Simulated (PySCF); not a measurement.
# r2SCAN/6-31G run of AlH3 (SMILES [AlH3])

What is the vertical ionisation energy of AlH3 at r2SCAN/6-31G? Input form: a Python script.

The calculation is run with PySCF 2.14.0.

10 further runs of the same task are left out: 10 set aside as unsound or not needed.

**1. The molecule**

AlH3: 4 atoms, total charge 0, spin state singlet. SMILES: `[AlH3]`. The coordinates come from a PBE0-D4/def2-TZVP relaxation.

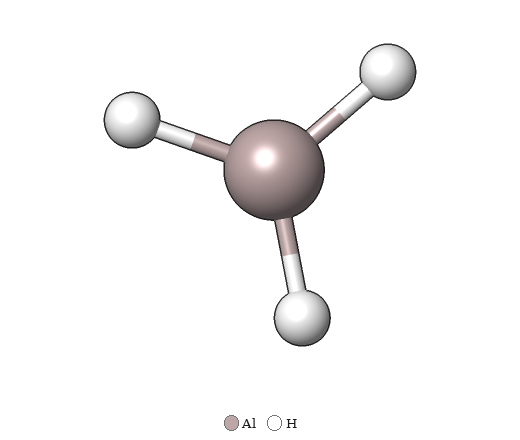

Viewed from a chosen angle; aluminium light grey, hydrogen white.

**2. The energy at r2SCAN/6-31G**

Input file run.py:

```python
# [AlH3]
from pyscf import gto, dft

mol = gto.M(
    atom=[
    ('Al', (0.013700, -0.014800, -0.005100)),
    ('H', (0.633200, 0.670900, 1.283600)),
    ('H', (-1.340800, -0.832000, 0.105100)),
    ('H', (0.749400, 0.115700, -1.403900)),
],
    verbose=3,
    max_memory=1860,
    spin=0,
    basis='6-31g',
)

mf = dft.RKS(mol, xc='r2scan')
mf.grids.level = 5
mf.conv_tol = 1e-10
mf.kernel()
if not mf.converged:
    mf = mf.newton().run(mf.mo_coeff, mf.mo_occ)

etot = mf.e_tot
print('E(%s) = %.9f' % ('R2SCAN', etot))
```

Run with:

```sh
$ OMP_NUM_THREADS=1 python run.py
```

The program printed:

```text
converged SCF energy = -244.124250779164
E(R2SCAN) = -244.124250779
```

It took 2.3 s on 1 thread of Arm Neoverse V1, shared host; peak memory 0.18 GiB.

**3. The doublet cation, same level**

Input file job.py:

```python
from pyscf import gto, dft

mol = gto.M(
    atom='''
Al     0.025889    -0.027968    -0.009638
H      1.196575     1.267817     2.425652
H     -2.533745    -1.572252     0.198610
H      1.416161     0.218641    -2.652987
''',
    unit='bohr',
    spin=1,
    max_memory=1860,
    verbose=4,
    charge=1,
    basis='6-31g',
)

mf = dft.UKS(mol, xc='r2scan')
mf.grids.level = 5
mf.conv_tol = 1e-10
mf.kernel()
if not mf.converged:
    mf = mf.newton().run(mf.mo_coeff, mf.mo_occ)

e_final = mf.e_tot
print('E = %.10f Eh' % e_final)
```

Run with:

```sh
$ OMP_NUM_THREADS=1 python job.py
```

The program printed:

```text
PySCF version 2.14.0

[INPUT] num. atoms = 4
[INPUT] num. electrons = 15
[INPUT] charge = 1
[INPUT] spin (= nelec alpha-beta = 2S) = 1
[INPUT] symmetry False subgroup None
[INPUT] Mole.unit = bohr
[INPUT] Symbol           X                Y                Z      unit          X                Y                Z       unit  Magmom
[INPUT]  1 Al     0.013699868814  -0.014800028235  -0.005100209959 AA    0.025889000000  -0.027968000000  -0.009638000000 Bohr   0.0
[INPUT]  2 H      0.633200221157   0.670899864017   1.283599760023 AA    1.196575000000   1.267817000000   2.425652000000 Bohr   0.0
[INPUT]  3 H     -1.340800112282  -0.831999928223   0.105099885861 AA   -2.533745000000  -1.572252000000   0.198610000000 Bohr   0.0
[INPUT]  4 H      0.749400128194   0.115699834573  -1.403900261267 AA    1.416161000000   0.218641000000  -2.652987000000 Bohr   0.0

[... 43 lines left out ...]
WARN: beta  nocc = 7  HOMO -0.323095745418284 >= LUMO -0.323085194476884
[... 1 line left out ...]
WARN: HOMO -0.323085194476883 >= LUMO -0.323085194476884
[... 86 lines left out ...]
converged SCF energy = -243.714304888402  <S^2> = 0.76399615  2S+1 = 2.0139475
E = -243.7143048884 Eh
```

Run time: 8.1 s. Hardware: 1 thread of Arm Neoverse V1, shared host; peak memory 0.2 GiB.

**4. Results**

Level: r2SCAN/6-31G.

| quantity | value |
| --- | --- |
| singlet AlH3: total energy | -244.12425 Eh |
| singlet AlH3: dipole moment | 0.00 D |
| singlet AlH3: HOMO energy | -7.72 eV |
| singlet AlH3: LUMO energy | -2.24 eV |
| singlet AlH3: HOMO–LUMO gap | 5.48 eV |
| doublet cation: total energy | -243.71430 Eh |
| doublet cation: HOMO energy (highest over α and β) | -14.59 eV |
| doublet cation: LUMO energy (lowest over α and β) | -14.40 eV |
| doublet cation: ⟨S²⟩ | 0.764 |
| vertical ionisation energy (to the doublet cation) | 11.155 eV |

What this shows: The vertical ionisation energy comes to 11.16 eV (257 kcal/mol). The negative HOMO energy of the first species, 7.72 eV, lies 3.44 eV below that difference. Mulliken charges (singlet AlH3) run from -0.19 on H2 to +0.56 on Al1; they depend strongly on the basis. Mulliken charges (doublet cation) run from -0.01 on H3 to +0.91 on Al1.
